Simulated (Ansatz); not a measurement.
BPH₆O₂: several calculations on one system

### Relaxation

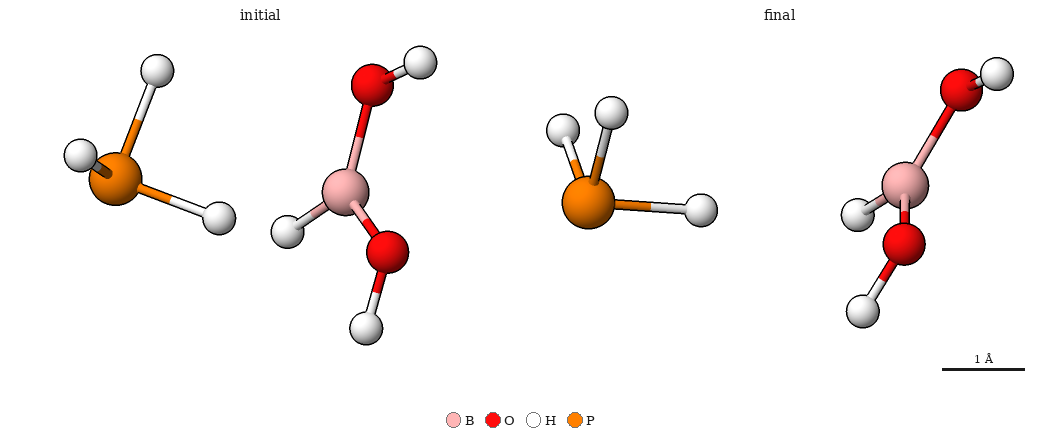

The structure of BPH₆O₂ before (left) and after (right) a relaxation, at one scale.

A ball-and-stick model, seen at a tilt.

The run prepares an end point of a later path (reaction) calculation, from a guessed geometry.

The calculation used Ansatz 0.2.0, RKS PBE/def2-SVP.

The input:
```yaml
crystal:
  periodic: [false, false, false]
  atoms:
    - { symbol: B, position_ang: [-0.154415, -0.290349, -0.023429] }
    - { symbol: O, position_ang: [-0.029681, -0.802693, 1.264595] }
    - { symbol: H, position_ang: [-0.865203, -0.745807, 1.759378] }
    - { symbol: O, position_ang: [0.914456, -0.353231, -0.860657] }
    - { symbol: H, position_ang: [1.681187, -0.771544, -0.422654] }
    - { symbol: H, position_ang: [-1.18845, 0.188865, -0.449268] }
    - { symbol: P, position_ang: [0.015203, 2.654055, 0.996491] }
    - { symbol: H, position_ang: [0.88124, 3.305081, 1.942208] }
    - { symbol: H, position_ang: [1.091719, 2.404477, 0.078338] }
    - { symbol: H, position_ang: [0.177844, 1.377646, 1.6141] }
basis:
  gaussian: { orbitals: def2-SVP }
hamiltonian:
  xc: pbe
relax:
  f_tol: 0.03
  max_steps: 50
```

Launched with:
```bash
ansatz run input.yaml --threads 2 --pin off --max-ram 3072MiB --backend cpu --events-out ev --progress --plain --runs-dir out
```

Q: Describe what moved and what it gained.

A: After 29 accepted moves (32 points after the start) the energy has fallen by 0.172 eV. The largest force component goes from 0.52 to 0.015 eV/Å. The line search rejected the trial steps at points 2, 7, 11 of the run. The forces were under the threshold at step 6, but the run went on from there. H9 moves most after the best rigid fit: 1.58 Å. Largest moves by element: H 1.58 Å, P 1.05 Å, O 0.87 Å, B 0.55 Å. Among the contacts that change: B1–O2 1.392 → 1.375 Å, P7–H10 1.427 → 1.442 Å. Cost: 40 s on 2 threads of Arm Neoverse V2, on a shared host, peak memory 0.12 GiB.

Limits of the set-up: the start holds two separate molecules, 2.2 Å apart at their closest, whose relative position is a soft coordinate and is computed without a dispersion correction.

### Relaxation

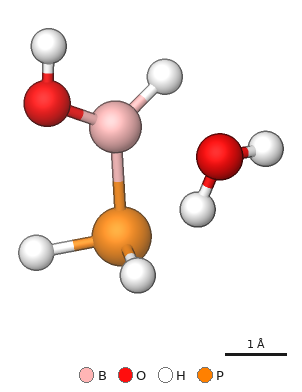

This is the input geometry for a relaxation of BPH₆O₂. Style: ball-and-stick. Shown at a tilt.

The run prepares an end point of a later path (reaction) calculation, from a guessed geometry.

Theory: RKS PBE/def2-SVP in Ansatz 0.2.0.

Input file:
```yaml
crystal:
  periodic: [false, false, false]
  atoms:
    - { symbol: B, position_ang: [0.115844, 0.514241, -0.249535] }
    - { symbol: O, position_ang: [-0.084686, -0.335519, 2.20603] }
    - { symbol: H, position_ang: [-1.061123, -0.300066, 2.178695] }
    - { symbol: O, position_ang: [1.340889, 0.082586, -0.659359] }
    - { symbol: H, position_ang: [1.320596, -0.844073, -0.962245] }
    - { symbol: H, position_ang: [-0.879046, -0.163898, -0.449134] }
    - { symbol: P, position_ang: [-0.08686, 2.360363, 0.28936] }
    - { symbol: H, position_ang: [0.536981, 2.230106, 1.588142] }
    - { symbol: H, position_ang: [1.1601, 2.798733, -0.284911] }
    - { symbol: H, position_ang: [0.161206, 0.624027, 2.242055] }
basis:
  gaussian: { orbitals: def2-SVP }
hamiltonian:
  xc: pbe
relax:
  f_tol: 0.03
  max_steps: 50
output:
  orbitals: {}
```

Command:
```bash
ansatz run input.yaml --threads 2 --pin off --max-ram 3072MiB --backend cpu --events-out ev --progress --plain --runs-dir out
```

> Predict the outcome.

Over 33 accepted moves (39 points after the start) the energy falls by 6.60 kcal/mol. The largest force component goes from 0.77 to 0.022 eV/Å. The line search rejected the trial steps at points 2, 11, 22, 27, 30, 37 of the run. The forces were under the threshold at step 20, but the run went on from there. H8 moves most after the best rigid fit: 1.61 Å. Largest moves by element: H 1.61 Å, O 0.50 Å, P 0.37 Å, B 0.19 Å. Among the contacts that change: B1–O2 2.606 → 1.937 Å, B1–P7 1.934 → 1.976 Å, B1–O4 1.362 → 1.402 Å, O2–H10 0.991 → 0.981 Å. Among the angles between lasting bonds that change: O4–B1–P7 118.7° → 114.1°, B1–P7–H9 95.1° → 99.0°, H6–B1–P7 119.4° → 115.7°. Groups turn about B1–P7 by about 65°. The run took 58 s on 2 threads of Arm Neoverse V2, with other jobs on the host, peak memory 0.12 GiB.

History of the run:

| step | E − E(0), kcal/mol | largest force component, eV/Å | note |
| --- | --- | --- | --- |
| 0 | 0.00 | 0.7738 |  |
| 1 | -0.30 | 1.6777 |  |
| 2 | 1.47 | 1.1371 | rejected |
| 3 | -1.75 | 0.3506 |  |
| 4 | -2.24 | 0.1357 |  |
| 5 | -2.78 | 0.3307 |  |
| 6 | -3.02 | 0.5954 |  |
| 7 | -3.56 | 0.6644 |  |
| 8 | -4.81 | 0.2325 |  |
| 9 | -5.33 | 0.2089 |  |
| 10 | -5.54 | 0.5855 |  |
| 12 | -5.86 | 0.1408 |  |
| 13 | -5.94 | 0.1138 |  |
| 15 | -5.99 | 0.0637 |  |
| 16 | -6.00 | 0.0352 |  |
| 18 | -6.01 | 0.1589 |  |
| 19 | -6.02 | 0.0764 |  |
| 21 | -6.04 | 0.0360 |  |
| 22 | -5.81 | 0.6924 | rejected |
| 24 | -6.05 | 0.0861 |  |
| 25 | -6.06 | 0.1350 |  |
| 27 | -6.04 | 0.4225 | rejected |
| 28 | -6.12 | 0.0711 |  |
| 30 | -6.13 | 0.4654 | rejected |
| 31 | -6.23 | 0.0998 |  |
| 33 | -6.32 | 0.4182 |  |
| 34 | -6.40 | 0.2236 |  |
| 36 | -6.56 | 0.1095 |  |
| 37 | -6.56 | 0.1087 | rejected |
| 39 | -6.60 | 0.0219 |  |

The structure at the end:

```xyz
10

B     0.0508    0.4361   -0.0894
O    -0.1015   -0.1130    1.7615
H    -0.0788    0.7715    2.1853
O     1.2626   -0.1859   -0.4217
H     1.1054   -1.0459   -0.8488
H    -1.0046   -0.0155   -0.5131
P     0.1564    2.4067    0.0178
H    -0.9034    2.6149    0.9765
H     1.2105    2.5226    1.0011
H     0.8265   -0.4250    1.8299
```

The end point in the same view:

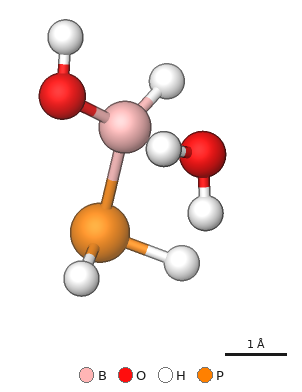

### Path

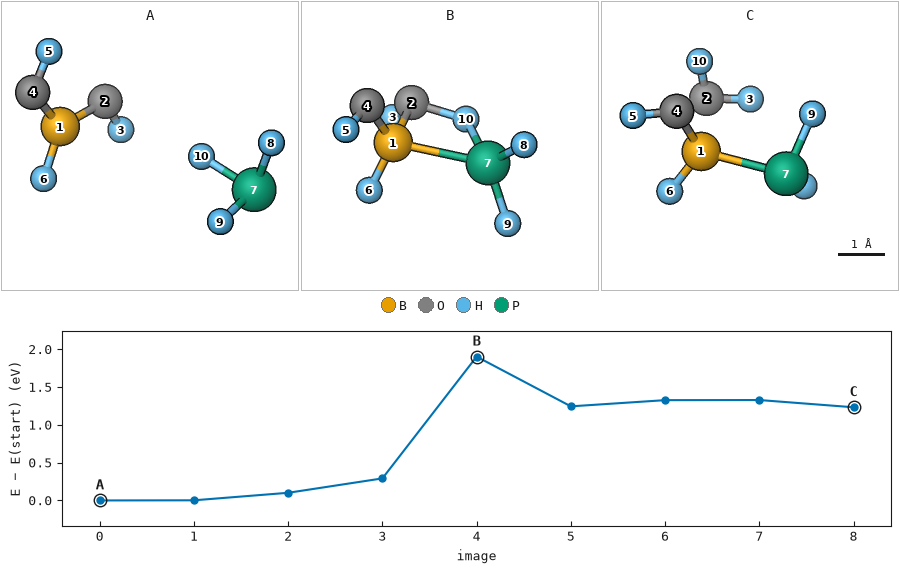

A search for the minimum-energy path of BPH$_{6}$O$_{2}$, made up at the start of BH₃O₂ and PH₃ by the nudged elastic band. Images are numbered from 0 (start) to 8 (end). Frames A to C are images 0, 4, 8. Style: ball-and-stick. Shown from a free direction.

The calculation used Ansatz 0.2.0, RKS PBE/def2-SVP. Settings: 7 movable images; climbing image; force threshold 0.03 eV/Å; iteration limit 60; starting path through a guess of the saddle point.

### Read off the barrier and say what moves.

Forward barrier 1.90 eV, backward barrier 0.67 eV, with image 4 at the top; the reaction energy is +1.23 eV. The profile has 2 maxima (images 4, 7) with a dip at image 5 (+1.24 eV), so the process runs in steps. The path has more than one stage, and so few images may leave a stage unresolved. Breaking: B1–O2 (1.38 → 1.56 at the top → 1.94 Å), P7–H10 (1.44 → 1.69 at the top → 3.43 Å). Forming: B1–P7 (4.56 → 2.16 at the top → 1.98 Å), O2–H10 (2.65 → 1.27 at the top → 0.98 Å). The band converged in 32 iterations. The largest component of the band force went from 80 to 0.018 eV/Å. The climbing image converged on the top of the path. Its vibrational analysis gives one imaginary mode (1026i cm⁻¹), as a transition state must have.

Limits of the set-up: the start holds two separate molecules, 2.5 Å apart at their closest, whose relative position is a soft coordinate and is computed without a dispersion correction.

The run took 4.7 min on 2 threads of Arm Neoverse V2 (shared host), peak memory 0.11 GiB.
